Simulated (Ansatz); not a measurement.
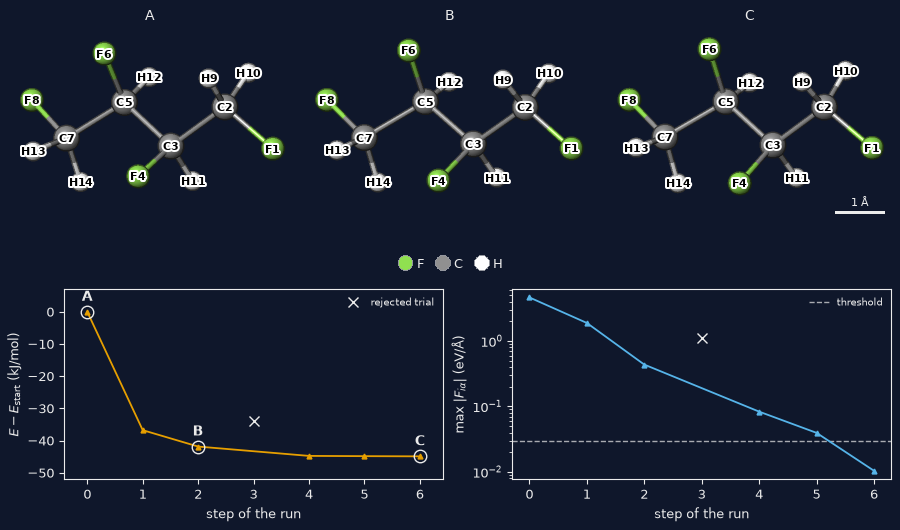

Frames of a relaxation of C₄H₆F₄ (coarse preliminary run), marked on the history of the run. The picture is a ball-and-stick view, seen at a tilt.

The start comes from a force field.

The calculation used RKS PBE-D4/def2-SVP in Ansatz 0.2.0.

The input:
```yaml
crystal:
  periodic: [false, false, false]
  atoms:
    - {symbol: F, position_ang: [-1.547600, -1.526800, 2.076200]}
    - {symbol: C, position_ang: [-0.856300, -0.408900, 1.678700]}
    - {symbol: C, position_ang: [-0.504700, -0.568900, 0.206400]}
    - {symbol: F, position_ang: [-1.514500, -0.382600, -0.549300]}
    - {symbol: C, position_ang: [0.580600, 0.438200, -0.212000]}
    - {symbol: F, position_ang: [0.152200, 1.710200, 0.155300]}
    - {symbol: C, position_ang: [0.840600, 0.417600, -1.688900]}
    - {symbol: F, position_ang: [1.963800, 1.168200, -1.985300]}
    - {symbol: H, position_ang: [-1.459200, 0.504300, 1.879700]}
    - {symbol: H, position_ang: [0.029200, -0.367900, 2.352000]}
    - {symbol: H, position_ang: [-0.131400, -1.590600, 0.055500]}
    - {symbol: H, position_ang: [1.538400, 0.280300, 0.355600]}
    - {symbol: H, position_ang: [-0.071400, 0.886100, -2.255600]}
    - {symbol: H, position_ang: [0.967300, -0.588400, -2.039400]}
basis:
  gaussian: {orbitals: def2-SVP}
hamiltonian: {xc: pbe, dispersion: d4}
relax: {f_tol: 0.03, max_steps: 200}
```

Launched with:
```bash
ansatz run in.yaml --threads 2 --pin off --events-out ev --progress --plain --max-ram 32768MiB --backend cpu
```

**What happens along the run?**

F6 moves most after the best rigid fit: 0.16 Å. Largest moves by element: F 0.16 Å, H 0.16 Å, C 0.08 Å. Among the contacts that change: C3–F4 1.275 → 1.396 Å, C7–H13 1.171 → 1.111 Å, C7–H14 1.073 → 1.114 Å, C5–C7 1.500 → 1.518 Å. Bond angles that change, for instance: F1–C2–H10 104.8° → 109.4°, C3–C2–H10 113.9° → 109.7°, C3–C2–H9 112.7° → 109.1°. After 5 accepted moves (6 points after the start) the energy has fallen by 44.9 kJ/mol. Largest force component: 4.6 eV/Å at the start, 0.01 eV/Å at the end. The line search rejected the trial step at point 3 of the run. The run took about 40 core-seconds on a shared host. From step 0 to 2: F1 moves most (0.18 Å), energy −41.8 kJ/mol. From step 2 to 6: H10 moves most (0.09 Å), energy −3.04 kJ/mol.

```csv
step,"E − E(0), kJ/mol","largest force component, eV/Å",note
0,0.00,4.6469,
1,-36.74,1.8922,
2,-41.83,0.4372,
3,-33.77,1.0963,rejected
4,-44.73,0.0834,
5,-44.81,0.0395,
6,-44.87,0.0104,
```
